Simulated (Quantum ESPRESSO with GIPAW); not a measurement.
# Solid-state NMR of CaO (Lime) by GIPAW

Aim: the magnetic shielding of every site in CaO (Lime).

Calculated with Quantum ESPRESSO with GIPAW 8.0dev (patched build); DFT, PBE, plane-wave PAW (pslibrary 1.0.0 recipes), scalar-relativistic, GIPAW; a patched development version of the program.

### Step 1. Set-up

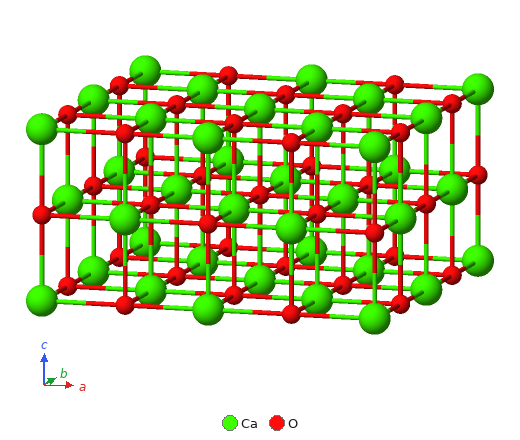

The cell as given, slightly off an axis (calcium green, oxygen red). 2×2×1 cells are drawn. This picture shows the conventional cell, with its axes. Some periodic images of atoms are drawn too.

The cell is an entry of the Crystallography Open Database.

A relaxation of the atoms beforehand (Quantum ESPRESSO with GIPAW) moved none by more than 0.003 Å.

### Step 2. The SCF step

The shielding is a linear response of the occupied states, which this run provides. It is converged far beyond what an energy needs, since the response uses the wavefunctions themselves. No empty states are asked for: the response is solved without them. The mesh has a spacing of 0.38 Å⁻¹ at most. The PAW files were made with ld1.x from the pslibrary 1.0.0 recipes, with GIPAW reconstruction switched on.

File scf.in:

```
&control
  calculation = 'scf'
  prefix = 'x'
  outdir = './tmp/'
  pseudo_dir = './'
/
&system
  ibrav = 0
  nat = 2
  ntyp = 2
  ecutwfc = 55
  ecutrho = 330
  nbnd = 8
/
&electrons
  conv_thr = 1.0d-10
  mixing_beta = 0.7
  electron_maxstep = 100
/
ATOMIC_SPECIES
  Ca 40.078 Ca.pbe-spn-kjpaw_psl.1.0.0-gipaw.UPF
  O 15.999 O.pbe-n-kjpaw_psl.1.0.0-gipaw.UPF
CELL_PARAMETERS angstrom
  0.00000000 2.40650000 2.40650000
  2.40650000 0.00000000 2.40650000
  2.40650000 2.40650000 0.00000000
ATOMIC_POSITIONS crystal
  Ca 0.00000000 0.00000000 0.00000000
  O 0.50000000 0.50000000 0.50000000
K_POINTS automatic
  6 6 6 0 0 0
```

Launch:

```sh
$ mpirun -np 4 pw.x -nk 4 -in scf.in > scf.out
```

The log of the run:

```text
using ibrav=0 with symmetry is DISCOURAGED, use correct ibrav instead

     bravais-lattice index     =            0
     lattice parameter (alat)  =       6.4313  a.u.
     unit-cell volume          =     188.0980 (a.u.)^3
     number of atoms/cell      =            2
     number of atomic types    =            2
     number of electrons       =        16.00
     number of Kohn-Sham states=            8
     kinetic-energy cutoff     =      55.0000  Ry
     charge density cutoff     =     330.0000  Ry
     scf convergence threshold =      1.0E-10
     mixing beta               =       0.7000
     number of iterations used =            8  plain     mixing
     Exchange-correlation= SLA-PW-PBX-PBC
                           (   1   4   3   4   0   0   0)
[...]
Ca               10.00    40.07800     Ca( 1.00)
     O                 6.00    15.99900     O ( 1.00)

     48 Sym. Ops., with inversion, found
[...]
number of k points=    16
[...]
Dense  grid:    19027 G-vectors     FFT dimensions: (  40,  40,  40)

     Smooth grid:    10417 G-vectors     FFT dimensions: (  32,  32,  32)

     Check: negative core charge=   -0.000004

     Initial potential from superposition of free atoms

     starting charge      15.9951, renormalised to      16.0000
     Starting wfcs are   12 randomized atomic wfcs

     Self-consistent Calculation

     iteration #  1     ecut=    55.00 Ry     beta= 0.70
     Davidson diagonalization with overlap
     ethr =  1.00E-02,  avg # of iterations =  1.0

     total energy              =    -174.90598556 Ry
     estimated scf accuracy    <       0.78274312 Ry

     iteration #  2     ecut=    55.00 Ry     beta= 0.70
     Davidson diagonalization with overlap
     ethr =  4.89E-03,  avg # of iterations =  8.4

     total energy              =    -175.15235080 Ry
     estimated scf accuracy    <       2.16200274 Ry

     iteration #  3     ecut=    55.00 Ry     beta= 0.70
     Davidson diagonalization with overlap
     ethr =  4.89E-03,  avg # of iterations =  4.7

     total energy              =    -175.20686813 Ry
     estimated scf accuracy    <       0.23316739 Ry

[...]
total energy              =    -175.47455389 Ry
[...]
iteration # 56     ecut=    55.00 Ry     beta= 0.70
     Davidson diagonalization with overlap
     ethr =  2.67E-12,  avg # of iterations =  7.0

     total energy              =    -175.47455389 Ry
     estimated scf accuracy    <          2.3E-09 Ry

     iteration # 57     ecut=    55.00 Ry     beta= 0.70
     Davidson diagonalization with overlap
     ethr =  2.67E-12,  avg # of iterations =  7.7

     End of self-consistent calculation
     [one-electron energies left out]

!    total energy              =    -175.47455389 Ry
     total all-electron energy =     -1511.592457 Ry
     estimated scf accuracy    <          8.0E-11 Ry

     The total energy is the sum of the following terms:
     one-electron contribution =     -24.08815474 Ry
     hartree contribution      =      20.91251986 Ry
     xc contribution           =     -19.79194016 Ry
     ewald contribution        =     -82.93439277 Ry
     one-center paw contrib.   =     -69.57258607 Ry

     convergence has been achieved in  57 iterations
[...]
JOB DONE.
```

The job ended after 14 s (4 MPI ranks of Arm Neoverse V1, shared host; peak memory 0.38 GiB; 57 s of CPU time).

It converged in 57 cycles to an estimated accuracy of 8e-11 Ry, on 16 irreducible k-points.

### Step 3. GIPAW: job nmr

The job finds the current that a weak uniform field induces (applied as a long wave, q_gipaw) and the field that this current makes at each nucleus. On atoms with p or d valence electrons much of the paramagnetic part arises close to the nucleus, where the PAW partial waves rebuild the true states. pawproj makes the reconstruction use the PAW data sets' own projectors.

File nmr.in:

```
&inputgipaw
  job = 'nmr'
  prefix = 'x'
  tmp_dir = './tmp/'
  restart_mode = 'from_scratch'
  verbosity = 'low'
  q_gipaw = 0.01
  spline_ps = .true.
  conv_threshold = 1.0d-11
  use_nmr_macroscopic_shape = .false.
  pawproj(1) = .true.
  pawproj(2) = .true.
/
```

Launch:

```sh
$ mpirun -np 4 gipaw.x -in nmr.in > nmr.out
```

The log of the run:

```text
[banner, memory and clock lines left out]
[a note of our patched build left out]

     Parallelizing q-star over 1 images

     IMPORTANT: XC functional enforced from input :
     Exchange-correlation= PBE
                           (   1   4   3   4   0   0   0)
     Any further DFT definition will be discarded
     Please, verify this is what you really want

     Check: negative core charge=   -0.000004
[...]
projs nearly linearly dependent: l=0  n1,n2= 1, 2  s=  0.99170024
[...]
alpha_pv=     75.3306 eV

     spline_ps is .false., expect some extrapolation errors

     q-space interpolation up to    66.00 Rydberg

     GIPAW job: nmr
     NMR macroscopic correction: no
[...]
Computing the magnetic susceptibility     isolve=0    ethr=  0.1000E-10
     Starting from scratch
     k-point #    1 of    16      pool #  1    cpu time:       0.6
[...]
End of magnetic susceptibility calculation

     f-sum rule (1st term):
           -16.0073         -0.0000          0.0000
            -0.0000        -16.0073         -0.0000
             0.0000         -0.0000        -16.0073

     f-sum rule (2nd term):
            -0.4475          0.0000         -0.0000
             0.0000         -0.4475          0.0000
             0.0000         -0.0000         -0.4475

     f-sum rule (should be   -16.4522):
           -16.4548         -0.0000          0.0000
            -0.0000        -16.4548         -0.0000
             0.0000         -0.0000        -16.4548

[... susceptibilities left out ...]
     Contributions to the NMR chemical shifts: -------------------------------

     Macroscopic shape contribution in ppm:                    0.00
             0.0000          0.0000          0.0000
             0.0000          0.0000          0.0000
             0.0000          0.0000          0.0000

     Core contribution in ppm:

     Atom  1  Ca  pos: (  0.000000  0.000000  0.000000)  core sigma:        1265.05
     Atom  2  O   pos: (  0.707107  0.707107  0.707107)  core sigma:         271.07

     Bare contribution in ppm:

     Atom  1  Ca  pos: (  0.000000  0.000000  0.000000)  bare sigma:          73.05
[...]
Atom  2  O   pos: (  0.707107  0.707107  0.707107)  bare sigma:         -49.66
[...]
Diamagnetic contribution in ppm:

     Atom  1  Ca  pos: (  0.000000  0.000000  0.000000)  dia sigma:          -4.12
[...]
Atom  2  O   pos: (  0.707107  0.707107  0.707107)  dia sigma:          17.16
[...]
Paramagnetic contribution in ppm:

     Atom  1  Ca  pos: (  0.000000  0.000000  0.000000)  para sigma:        -626.90
[...]
Atom  2  O   pos: (  0.707107  0.707107  0.707107)  para sigma:        -164.56
[...]
Paramagnetic US occ-occ contribution in ppm:

     Atom  1  Ca  pos: (  0.000000  0.000000  0.000000)  para_oo sigma:          -2.24
[...]
Atom  2  O   pos: (  0.707107  0.707107  0.707107)  para_oo sigma:           2.14
[...]
Paramagnetic US L_R Q_R contribution in ppm:

     Atom  1  Ca  pos: (  0.000000  0.000000  0.000000)  para_lq sigma:         261.26
[...]
Atom  2  O   pos: (  0.707107  0.707107  0.707107)  para_lq sigma:        -227.99
[...]
Total NMR chemical shifts in ppm: ---------------------------------------
     (adopting the Simpson convention for anisotropy and asymmetry)-----------

     Atom  1  Ca  pos: (  0.000000  0.000000  0.000000)  Total sigma:         966.09
           966.0934         -0.0000         -0.0000
            -0.0000        966.0934         -0.0000
            -0.0000         -0.0000        966.0934

     Ca      1    anisotropy:     -0.00    eta:    0.0000
[...]
Atom  2  O   pos: (  0.707107  0.707107  0.707107)  Total sigma:        -151.85
          -151.8490         -0.0000         -0.0000
             0.0000       -151.8490         -0.0000
            -0.0000         -0.0000       -151.8490

     O       2    anisotropy:     -0.00    eta:    0.0000
[...]
```

It took 21 s on 4 MPI ranks; peak memory 0.24 GiB; 84 s of CPU time.

The f-sum rule is met to 0.0026 of 16.5 (0.02 %). Converged shieldings require that this miss be small, but a small miss does not prove them.

From the symmetric part of each tensor, with principal values σ11 ≤ σ22 ≤ σ33: σ_iso is their mean, the span is σ33 − σ11 and the skew 3(σ_iso − σ22)/span. (gipaw.x prints an anisotropy in another convention.)

```
site  atom no.  atoms in cell  σ_iso (ppm)  span (ppm)  skew
  Ca         1              1          966           0     -
   O         2              1       -151.8         0.0     -
```

The macroscopic shape term is switched off. For a spherical sample the valence susceptibility of this run would add about 7 ppm to every site, a rough estimate, since the susceptibility converges slowly and lacks part of the PAW terms. Differences within the crystal don't depend on it, but shieldings of different compounds can't be compared to better than a few ppm without it.

Ca and O sit on cubic site symmetry, where the tensor must be isotropic.

### Step 4. From shieldings to shifts

Covalently bonded atoms count as neighbours within 1.18 times the sum of their radii. Otherwise a cation's neighbours lie within 1.2 times its shortest bond (1.3 for large cations, each anion's radius taken off where they differ), and an anion's are the cations that count it.

```
site  atom no.  atoms in cell  surroundings  bonds (Å)  σ_iso (ppm)
  Ca         1              1          CaO6      2.406          966
   O         2              1  bound to Ca6      2.406       -151.8
```

### Step 5. Cost against result

Each row names what was changed: another mesh tests the sampling of the zone; another functional shows how far the paramagnetic term hangs on the exchange-correlation form; another cutoff tests the basis.

Changes of σ_iso (ppm) against the run above (PBE, cutoffs 55 and 330 Ry, mesh 6×6×6, 2.3 min). Times are CPU times of pw.x and gipaw.x together, on 4 MPI ranks of Arm Neoverse V1, shared host; on a shared host they are rough. A run is marked as doubtful where the f-sum miss passes 0.015 electrons, or that much for each three atoms in larger cells (with Tl, Pb, Hg, Bi or Sn a third of that, or a mesh spacing over 0.26 Å⁻¹), or where the susceptibility is unphysically large.

```
                                      run  CPU time  f-sum miss     Ca      O
                               mesh 8×8×8   3.6 min           0   +0.9   +0.9
                                      LDA   1.9 min      0.0031  -32.1  -33.5
cutoffs 40 and 330 Ry (coarse on purpose)   2.1 min      0.0068  -12.3   +1.1
                      mesh 4×4×4 (marked)   1.9 min       0.044  -10.8   -4.8
                                 Wu-Cohen   2.2 min      0.0030  -13.3  -15.4
```

The largest move is -33.5 ppm, on O, from LDA.

### Step 6. Summary of results

| Item | Value |
| --- | --- |
| 17O shielding without shape term | -151.8 ppm |
| 43Ca shielding without shape term | 966 ppm |

**Reading.** 17O has one site (bound to Ca6), with isotropic shielding -151.8 ppm (shape term left out). A shift needs a reference, δ = σ_ref − σ, fixed on measured compounds; for 17O of this kind at this level too few were at hand, or they scattered too widely about a line, so none is given. Going to mesh 8×8×8 changes no isotropic shielding by more than 0.91 ppm, so the main run is converged in that respect. A higher cutoff was not carried through on these files. The largest change with the functional is 33.5 ppm in absolute shielding; part of that drops out once each functional has its own reference line. Semilocal functionals place the empty 3d states of Ca too low, which is known to deshield neighbouring O too much. This build of gipaw.x prints that it is not audited and that its numbers are no references by themselves. It also reports spline_ps as false although the input sets it; why was not traced. pw.x warned of eigenvalues not converged in some cycles of 1 ground-state run, which then met the threshold.

[Banner, clock, file and message-heading lines were taken out of the pw.x and gipaw.x logs.]

[Logs are printed without paths, hosts, clocks, repeated set-up lines and the standing remarks that a program may print on its own settings, such as how far it seeks lower states.]

[Hosts, paths, dates, database ids (printed as entryN), source tags and the programs' standing remarks are cut or masked in the printed files.]

[Where no reference line passes its bar on scatter, no shift is given, so a measured shift of this compound may stand uncompared.]
